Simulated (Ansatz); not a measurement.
# Molecular dynamics, with input and output: AlHBr2O

- system: AlHBr2O
- method: RKS BLYP-d3bj/def2-SVP (Ansatz 0.2.0)

The geometry comes from this level: PBE0-D4/def2-TZVP. Figures and captions count atoms from 1; the log counts them from 0 in places.

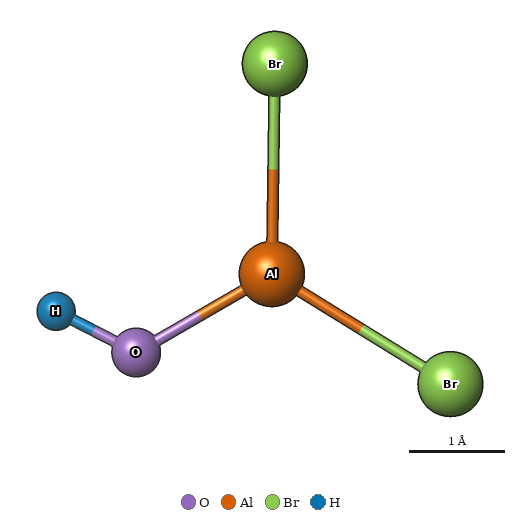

*The structure as given in the input (ball-and-stick view, seen on its broad side). Sticks mark near contacts.*

Bond lengths as drawn: Al–Br 2.23 to 2.24 Å, Al–O 1.68 Å and H–O 0.96 Å.

## The input
```yaml
crystal:
  periodic: [false, false, false]
  atoms:
    - {symbol: O, position_ang: [-0.126732, 1.346550, -0.094311]}
    - {symbol: Al, position_ang: [-0.117502, -0.331903, -0.093357]}
    - {symbol: Br, position_ang: [1.396180, -1.484045, 1.088017]}
    - {symbol: Br, position_ang: [-1.655066, -1.399590, -1.301426]}
    - {symbol: H, position_ang: [0.503109, 1.868987, 0.401077]}
basis:
  gaussian: {orbitals: def2-SVP}
hamiltonian: {xc: {name: BLYP}, dispersion: d3bj}
md: {timestep: 1 fs, n_steps: 20, ensemble: nvt_nose_hoover, temperature: 1000, initial_velocities: maxwell_boltzmann, seed: 495}
```

Run on 4 threads of Arm Neoverse V2, 23 GiB of memory available, shared host.

Command:
```bash
ansatz run in.yaml --threads 4 --pin off --events-out ev --progress --plain --max-ram 10444MiB
```

## Output
```
Functional definition: BLYP
  name "BLYP"
  cite "Becke, Phys. Rev. A 38, 3098 (1988) doi:10.1103/PhysRevA.38.3098"
  cite "Lee, Yang & Parr, Phys. Rev. B 37, 785 (1988) doi:10.1103/PhysRevB.37.785"
  parameter beta = 0.0042
  parameter a = 0.04918
  parameter b = 0.132
  parameter c = 0.2533
  parameter d = 0.349
  exchange = b88_x(beta = beta)
  correlation = lyp_c(a = a, b = b, c = c, d = d)
1084 factors; their error is unknown
mean field evaluation 1: about -148731.3058 eV, gradient 6.3e1 eV
mean field evaluation 2: about -148648.5783 eV, gradient 1.8e2 eV
mean field evaluation 4: about -148737.9679 eV, gradient 1.4e1 eV
mean field evaluation 8: about -148738.4367 eV, gradient 6.4e-2 eV
mean field evaluation 16: about -148738.3132 eV, gradient 4.2e-5 eV
mean field -148738.31315535 eV, -5466.0321900093 hartree, gradient 4.2e-5 eV, S^2 0.000000; 0 other end points of the search recorded, 0 dependent functions left out
the calculation of the forces begins
reference -148738.31347616 eV, -5466.0322017990 hartree; 46, 46 occupied and 55, 55 virtual orbitals, 1084 factors
md step     0: t =     0.00 fs  T =  1000.0 K  F+E_penalty+E_count = -148738.60731419 eV  E_kin = 0.387780 eV  conserved = -148738.21953419 eV  (27 SCF iters)
these checks for a lower state are left out or cut short: starts, cluster_reference, orbital_swaps, neighbouring_geometries, increment
1084 factors; their error is unknown
mean field -148738.31755696 eV, -5466.0323517654 hartree, gradient 7.7e-5 eV, S^2 0.000000; 0 other end points of the search recorded, 0 dependent functions left out
[... from here on the field's lines of each further geometry are left out, up to the last ...]
md step     1: t =     1.00 fs  T =  1008.6 K  F+E_penalty+E_count = -148738.61153745 eV  E_kin = 0.391106 eV  conserved = -148738.22043109 eV  (25 SCF iters, 3 dispersion substeps)
md step     2: t =     2.00 fs  T =   996.9 K  F+E_penalty+E_count = -148738.60686915 eV  E_kin = 0.386561 eV  conserved = -148738.22030756 eV  (26 SCF iters, 3 dispersion substeps)
md step     3: t =     3.00 fs  T =   969.4 K  F+E_penalty+E_count = -148738.59544467 eV  E_kin = 0.375926 eV  conserved = -148738.21951739 eV  (25 SCF iters, 3 dispersion substeps)
md step     4: t =     4.00 fs  T =   953.4 K  F+E_penalty+E_count = -148738.58902889 eV  E_kin = 0.369710 eV  conserved = -148738.21932036 eV  (26 SCF iters, 3 dispersion substeps)
md step     5: t =     5.00 fs  T =   955.7 K  F+E_penalty+E_count = -148738.59058107 eV  E_kin = 0.370587 eV  conserved = -148738.22000059 eV  (25 SCF iters, 3 dispersion substeps)
md step     6: t =     6.00 fs  T =   952.5 K  F+E_penalty+E_count = -148738.58989503 eV  E_kin = 0.369350 eV  conserved = -148738.22056022 eV  (26 SCF iters, 3 dispersion substeps)
md step     7: t =     7.00 fs  T =   925.2 K  F+E_penalty+E_count = -148738.57870755 eV  E_kin = 0.358787 eV  conserved = -148738.21994830 eV  (25 SCF iters, 3 dispersion substeps)
md step     8: t =     8.00 fs  T =   892.0 K  F+E_penalty+E_count = -148738.56504143 eV  E_kin = 0.345890 eV  conserved = -148738.21919579 eV  (25 SCF iters, 3 dispersion substeps)
md step     9: t =     9.00 fs  T =   874.0 K  F+E_penalty+E_count = -148738.55866610 eV  E_kin = 0.338920 eV  conserved = -148738.21981476 eV  (24 SCF iters, 3 dispersion substeps)
md step    10: t =    10.00 fs  T =   854.2 K  F+E_penalty+E_count = -148738.55163219 eV  E_kin = 0.331230 eV  conserved = -148738.22050254 eV  (25 SCF iters, 3 dispersion substeps)
md step    11: t =    11.00 fs  T =   812.1 K  F+E_penalty+E_count = -148738.53481855 eV  E_kin = 0.314920 eV  conserved = -148738.22003916 eV  (25 SCF iters, 3 dispersion substeps)
md step    12: t =    12.00 fs  T =   762.8 K  F+E_penalty+E_count = -148738.51491953 eV  E_kin = 0.295781 eV  conserved = -148738.21932834 eV  (24 SCF iters, 3 dispersion substeps)
md step    13: t =    13.00 fs  T =   730.6 K  F+E_penalty+E_count = -148738.50247168 eV  E_kin = 0.283306 eV  conserved = -148738.21941673 eV  (26 SCF iters, 3 dispersion substeps)
md step    14: t =    14.00 fs  T =   712.6 K  F+E_penalty+E_count = -148738.49616967 eV  E_kin = 0.276331 eV  conserved = -148738.22016384 eV  (25 SCF iters, 3 dispersion substeps)
md step    15: t =    15.00 fs  T =   683.5 K  F+E_penalty+E_count = -148738.48504005 eV  E_kin = 0.265047 eV  conserved = -148738.22040519 eV  (25 SCF iters, 3 dispersion substeps)
md step    16: t =    16.00 fs  T =   636.1 K  F+E_penalty+E_count = -148738.46570928 eV  E_kin = 0.246659 eV  conserved = -148738.21956079 eV  (25 SCF iters, 3 dispersion substeps)
md step    17: t =    17.00 fs  T =   596.1 K  F+E_penalty+E_count = -148738.44965543 eV  E_kin = 0.231150 eV  conserved = -148738.21912538 eV  (25 SCF iters, 3 dispersion substeps)
md step    18: t =    18.00 fs  T =   576.4 K  F+E_penalty+E_count = -148738.44270886 eV  E_kin = 0.223522 eV  conserved = -148738.21992945 eV  (25 SCF iters, 3 dispersion substeps)
md step    19: t =    19.00 fs  T =   553.8 K  F+E_penalty+E_count = -148738.43421378 eV  E_kin = 0.214751 eV  conserved = -148738.22034259 eV  (26 SCF iters, 3 dispersion substeps)
the calculation of the forces begins
reference -148738.12827856 eV, -5466.0253959129 hartree; 46, 46 occupied and 55, 55 virtual orbitals, 1084 factors
1084 factors; their error is unknown
mean field evaluation 128: about -148738.1279 eV, gradient 5.5e-2 eV
mean field -148738.12795290 eV, -5466.0253839448 hartree, gradient 7.7e-5 eV, S^2 0.000000; 1 other end points of the search recorded, 0 dependent functions left out
the calculation of the forces begins
reference -148738.12827856 eV, -5466.0253959129 hartree; 46, 46 occupied and 55, 55 virtual orbitals, 1084 factors
md step    20: t =    20.00 fs  T =   514.6 K  F+E_penalty+E_count = -148738.41825633 eV  E_kin = 0.199545 eV  conserved = -148738.21973980 eV  (27 SCF iters, 3 dispersion substeps)
```

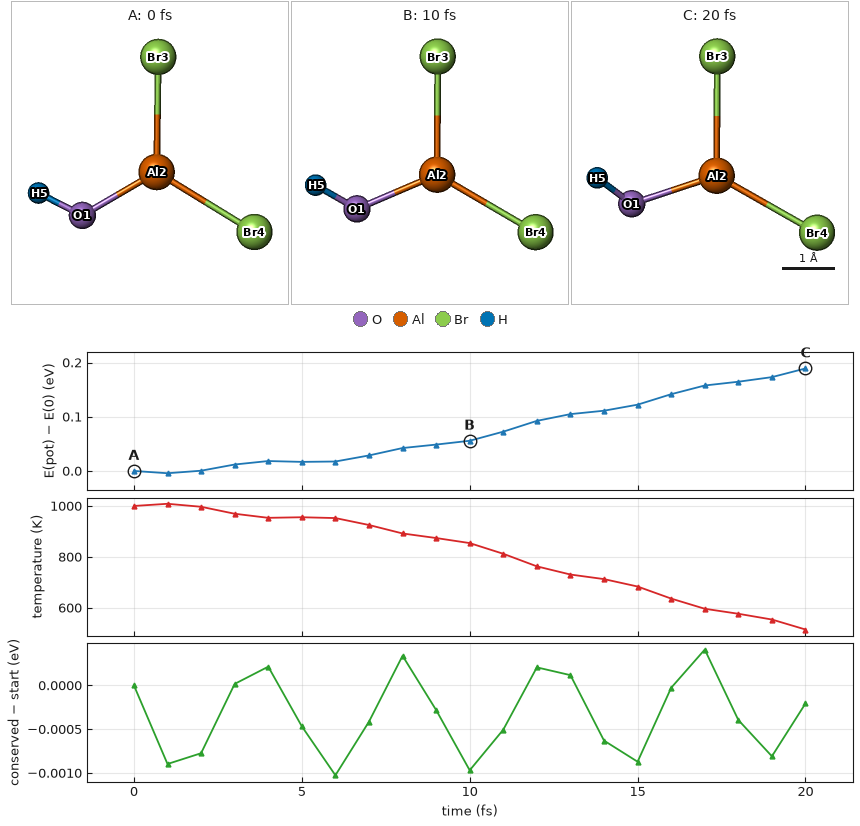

*Frames of the molecular dynamics (ball-and-stick, seen on its broad side) above the curves, on which the letters mark them.*

The trajectory kept here has 21 frames over 20 fs. The temperature starts at 1000 K, ranges from 515 to 1009 K and averages 676 K over the second half. The potential energy ends 0.189 eV above its first value. The conserved quantity stays within 0.0014 eV. After an unweighted best fit of the last frame on the first, the root-mean-square displacement is 0.22 Å.

```
Total energy: -148738.41858199 eV, -5466.0360643671 hartree
Atom 0 at     0.123277     1.420561     0.034557 Å, force    -0.577494    -0.575036     0.362103 eV/Å
Atom 1 at    -0.188184    -0.298989    -0.122749 Å, force     1.130536     0.597247     0.675968 eV/Å
Atom 2 at     1.406624    -1.460819     1.092838 Å, force    -0.376524    -0.015413    -0.201547 eV/Å
Atom 3 at    -1.690204    -1.446522    -1.329072 Å, force    -0.116033     0.161616    -0.103206 eV/Å
Atom 4 at     0.384460     1.692465     0.951783 Å, force    -0.060485    -0.168414    -0.733318 eV/Å
Dipole moment:    -0.125011     0.143955     0.142039 e Å
```

## Trajectory as extended XYZ (Å, eV, eV/Å), 21 frames, from step=0 to step=20
```
5
Properties=species:S:1:pos:R:3:forces:R:3 step=0 time_fs=0.0 energy=-148738.60731 temperature=1000.0
O    -0.1267    1.3465   -0.0943   -0.5111   0.3935  -0.3990
Al   -0.1175   -0.3319   -0.0934    0.0068  -0.4936   0.0037
Br    1.3962   -1.4840    1.0880    0.2968  -0.2312   0.2316
Br   -1.6551   -1.3996   -1.3014   -0.2976  -0.1748  -0.2338
H     0.5031    1.8690    0.4011    0.5050   0.5060   0.3974
5
Properties=species:S:1:pos:R:3:forces:R:3 step=1 time_fs=1.0 energy=-148738.61154 temperature=1008.6
O    -0.1132    1.3471   -0.0880   -0.1768   0.7744  -0.1197
Al   -0.1232   -0.3295   -0.0963    0.1180  -0.5692   0.0820
Br    1.3968   -1.4828    1.0883    0.2365  -0.2038   0.1896
Br   -1.6564   -1.4018   -1.3025   -0.3123  -0.1688  -0.2484
H     0.5025    1.8698    0.4446    0.1346   0.1674   0.0964
5
Properties=species:S:1:pos:R:3:forces:R:3 step=2 time_fs=2.0 energy=-148738.60687 temperature=996.9
O    -0.0997    1.3481   -0.0817    0.2057   1.1920   0.2618
Al   -0.1289   -0.3273   -0.0993    0.2275  -0.6167   0.1613
Br    1.3974   -1.4815    1.0885    0.1787  -0.1791   0.1495
Br   -1.6578   -1.4040   -1.3035   -0.3273  -0.1637  -0.2631
H     0.5031    1.8722    0.4889   -0.2847  -0.2326  -0.3096
5
Properties=species:S:1:pos:R:3:forces:R:3 step=3 time_fs=3.0 energy=-148738.59545 temperature=969.4
O    -0.0862    1.3499   -0.0753    0.4281   1.4405   0.5464
Al   -0.1344   -0.3253   -0.1022    0.3314  -0.6259   0.2377
Br    1.3980   -1.4803    1.0888    0.1232  -0.1560   0.1113
Br   -1.6592   -1.4063   -1.3047   -0.3417  -0.1589  -0.2772
H     0.5011    1.8725    0.5304   -0.5410  -0.4996  -0.6181
5
Properties=species:S:1:pos:R:3:forces:R:3 step=4 time_fs=4.0 energy=-148738.58903 temperature=953.4
O    -0.0723    1.3525   -0.0686    0.4137   1.4266   0.6117
Al   -0.1399   -0.3236   -0.1050    0.4279  -0.5912   0.3083
Br    1.3986   -1.4791    1.0891    0.0698  -0.1339   0.0746
Br   -1.6607   -1.4085   -1.3058   -0.3547  -0.1541  -0.2901
H     0.4938    1.8679    0.5659   -0.5567  -0.5473  -0.7045
5
Properties=species:S:1:pos:R:3:forces:R:3 step=5 time_fs=5.0 energy=-148738.59058 temperature=955.7
O    -0.0583    1.3560   -0.0615    0.1731   1.1475   0.4103
Al   -0.1452   -0.3220   -0.1077    0.5179  -0.5147   0.3721
Br    1.3993   -1.4779    1.0894    0.0185  -0.1126   0.0396
Br   -1.6622   -1.4108   -1.3070   -0.3660  -0.1487  -0.3013
H     0.4812    1.8581    0.5947   -0.3436  -0.3715  -0.5207
5
Properties=species:S:1:pos:R:3:forces:R:3 step=6 time_fs=6.0 energy=-148738.58990 temperature=952.5
O    -0.0441    1.3602   -0.0541   -0.2184   0.6780  -0.0254
Al   -0.1503   -0.3207   -0.1103    0.6036  -0.4065   0.4302
Br    1.3999   -1.4767    1.0897   -0.0303  -0.0926   0.0065
Br   -1.6638   -1.4131   -1.3082   -0.3752  -0.1426  -0.3107
H     0.4654    1.8447    0.6185    0.0203  -0.0364  -0.1006
5
Properties=species:S:1:pos:R:3:forces:R:3 step=7 time_fs=7.0 energy=-148738.57871 temperature=925.2
O    -0.0300    1.3647   -0.0468   -0.6046   0.1864  -0.5279
Al   -0.1552   -0.3195   -0.1127    0.6871  -0.2820   0.4855
Br    1.4005   -1.4756    1.0900   -0.0762  -0.0746  -0.0243
Br   -1.6654   -1.4154   -1.3094   -0.3823  -0.1357  -0.3182
H     0.4497    1.8310    0.6413    0.3759   0.3059   0.3850
5
Properties=species:S:1:pos:R:3:forces:R:3 step=8 time_fs=8.0 energy=-148738.56504 temperature=892.0
O    -0.0163    1.3694   -0.0398   -0.7893  -0.1070  -0.8022
Al   -0.1599   -0.3184   -0.1149    0.7693  -0.1564   0.5406
Br    1.4012   -1.4744    1.0903   -0.1182  -0.0598  -0.0522
Br   -1.6670   -1.4178   -1.3107   -0.3874  -0.1282  -0.3240
H     0.4376    1.8202    0.6678    0.5255   0.4514   0.6378
5
Properties=species:S:1:pos:R:3:forces:R:3 step=9 time_fs=9.0 energy=-148738.55867 temperature=874.0
O    -0.0031    1.3741   -0.0333   -0.6933  -0.0978  -0.6461
Al   -0.1642   -0.3173   -0.1169    0.8490  -0.0387   0.5964
Br    1.4018   -1.4733    1.0906   -0.1561  -0.0486  -0.0769
Br   -1.6687   -1.4201   -1.3121   -0.3901  -0.1199  -0.3277
H     0.4306    1.8137    0.7004    0.3904   0.3050   0.4544
5
Properties=species:S:1:pos:R:3:forces:R:3 step=10 time_fs=10.0 energy=-148738.55163 temperature=854.2
O     0.0097    1.3786   -0.0271   -0.4397   0.0980  -0.1715
Al   -0.1683   -0.3163   -0.1188    0.9236   0.0703   0.6509
Br    1.4024   -1.4721    1.0909   -0.1900  -0.0404  -0.0987
Br   -1.6705   -1.4225   -1.3134   -0.3896  -0.1102  -0.3287
H     0.4272    1.8102    0.7374    0.0957  -0.0177  -0.0519
5
Properties=species:S:1:pos:R:3:forces:R:3 step=11 time_fs=11.0 energy=-148738.53482 temperature=812.1
O     0.0222    1.3833   -0.0211   -0.2163   0.2748   0.3229
Al   -0.1721   -0.3152   -0.1204    0.9906   0.1745   0.6998
Br    1.4030   -1.4710    1.0912   -0.2207  -0.0341  -0.1182
Br   -1.6723   -1.4249   -1.3148   -0.3851  -0.0982  -0.3261
H     0.4249    1.8064    0.7739   -0.1684  -0.3171  -0.5784
5
Properties=species:S:1:pos:R:3:forces:R:3 step=12 time_fs=12.0 energy=-148738.51492 temperature=762.8
O     0.0346    1.3881   -0.0148   -0.1312   0.3006   0.6023
Al   -0.1755   -0.3141   -0.1217    1.0482   0.2776   0.7387
Br    1.4035   -1.4698    1.0914   -0.2489  -0.0284  -0.1358
Br   -1.6741   -1.4273   -1.3163   -0.3757  -0.0830  -0.3191
H     0.4208    1.7997    0.8048   -0.2924  -0.4668  -0.8862
5
Properties=species:S:1:pos:R:3:forces:R:3 step=13 time_fs=13.0 energy=-148738.50247 temperature=730.6
O     0.0469    1.3930   -0.0082   -0.2058   0.1401   0.5628
Al   -0.1785   -0.3128   -0.1228    1.0955   0.3793   0.7646
Br    1.4040   -1.4687    1.0917   -0.2748  -0.0226  -0.1518
Br   -1.6760   -1.4297   -1.3178   -0.3607  -0.0640  -0.3072
H     0.4140    1.7884    0.8273   -0.2543  -0.4328  -0.8683
5
Properties=species:S:1:pos:R:3:forces:R:3 step=14 time_fs=14.0 energy=-148738.49617 temperature=712.6
O     0.0591    1.3981   -0.0013   -0.4135  -0.1780   0.1964
Al   -0.1811   -0.3115   -0.1236    1.1325   0.4750   0.7766
Br    1.4045   -1.4676    1.0919   -0.2986  -0.0168  -0.1661
Br   -1.6779   -1.4321   -1.3193   -0.3401  -0.0412  -0.2903
H     0.4048    1.7731    0.8414   -0.0802  -0.2391  -0.5165
5
Properties=species:S:1:pos:R:3:forces:R:3 step=15 time_fs=15.0 energy=-148738.48504 temperature=683.5
O     0.0711    1.4030    0.0058   -0.6879  -0.5699  -0.3946
Al   -0.1833   -0.3099   -0.1242    1.1591   0.5566   0.7763
Br    1.4050   -1.4664    1.0921   -0.3201  -0.0114  -0.1785
Br   -1.6799   -1.4345   -1.3209   -0.3140  -0.0145  -0.2686
H     0.3948    1.7554    0.8506    0.1629   0.0392   0.0654
5
Properties=species:S:1:pos:R:3:forces:R:3 step=16 time_fs=16.0 energy=-148738.46571 temperature=636.1
O     0.0826    1.4077    0.0126   -0.9164  -0.8952  -0.9457
Al   -0.1851   -0.3082   -0.1244    1.1751   0.6156   0.7669
Br    1.4054   -1.4653    1.0923   -0.3385  -0.0074  -0.1885
Br   -1.6819   -1.4369   -1.3224   -0.2829   0.0154  -0.2426
H     0.3863    1.7381    0.8605    0.3626   0.2715   0.6099
5
Properties=species:S:1:pos:R:3:forces:R:3 step=17 time_fs=17.0 energy=-148738.44966 temperature=596.1
O     0.0936    1.4117    0.0188   -0.9874  -1.0183  -1.1154
Al   -0.1865   -0.3062   -0.1244    1.1803   0.6469   0.7517
Br    1.4058   -1.4642    1.0925   -0.3532  -0.0059  -0.1956
Br   -1.6839   -1.4393   -1.3241   -0.2473   0.0480  -0.2129
H     0.3814    1.7234    0.8761    0.4077   0.3292   0.7722
5
Properties=species:S:1:pos:R:3:forces:R:3 step=18 time_fs=18.0 energy=-148738.44271 temperature=576.4
O     0.1040    1.4152    0.0244   -0.8877  -0.9246  -0.7813
Al   -0.1875   -0.3041   -0.1241    1.1744   0.6508   0.7324
Br    1.4061   -1.4631    1.0926   -0.3641  -0.0072  -0.1999
Br   -1.6860   -1.4417   -1.3257   -0.2076   0.0831  -0.1797
H     0.3803    1.7119    0.8992    0.2851   0.1980   0.4284
5
Properties=species:S:1:pos:R:3:forces:R:3 step=19 time_fs=19.0 energy=-148738.43421 temperature=553.8
O     0.1138    1.4181    0.0295   -0.7148  -0.7328  -0.1750
Al   -0.1880   -0.3016   -0.1236    1.1576   0.6321   0.7080
Br    1.4064   -1.4619    1.0927   -0.3717  -0.0108  -0.2016
Br   -1.6881   -1.4441   -1.3274   -0.1639   0.1209  -0.1432
H     0.3819    1.7022    0.9264    0.0927  -0.0094  -0.1882
5
Properties=species:S:1:pos:R:3:forces:R:3 step=20 time_fs=20.0 energy=-148738.41826 temperature=514.6
O     0.1233    1.4206    0.0346   -0.5775  -0.5750   0.3621
Al   -0.1882   -0.2990   -0.1227    1.1305   0.5972   0.6760
Br    1.4066   -1.4608    1.0928   -0.3765  -0.0154  -0.2015
Br   -1.6902   -1.4465   -1.3291   -0.1160   0.1616  -0.1032
H     0.3845    1.6925    0.9518   -0.0605  -0.1684  -0.7333
```

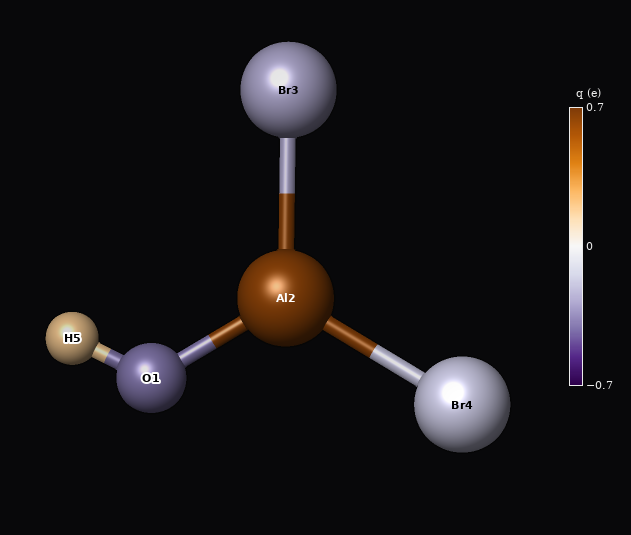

*Mulliken charges, as the colour of each atom (ball-and-stick view, seen on its broad side; atoms are numbered from 1 in the order of the input).*

By element: O −0.40, Al +0.66, Br −0.27 to −0.20 and H +0.20 e.

## Key numbers

- outcome: finished
- mean temperature over the second half: 676 K
- trajectory: 20 steps, 20 fs
- ensemble: nvt_nose_hoover
- temperature in the input: 1000 K
- time step: 1 fs
- potential energy (last step): −148738.4186 eV
- mean-field energy (last step): −148738.1283 eV
- dispersion energy (last step): −0.2903 eV
- SCF solution under orbital rotations (last step): stable
- largest force (length of the vector) (last step): 1.446 eV/Å
- dipole moment (last step): 1.14 D
- wall time: 18 s (CPU time 67 s)
- peak memory: 0.38 GiB

## Remarks

So short a trajectory is not equilibrated. The temperature stays far from the 1000 K of the thermostat over the second half: the run isn't equilibrated.
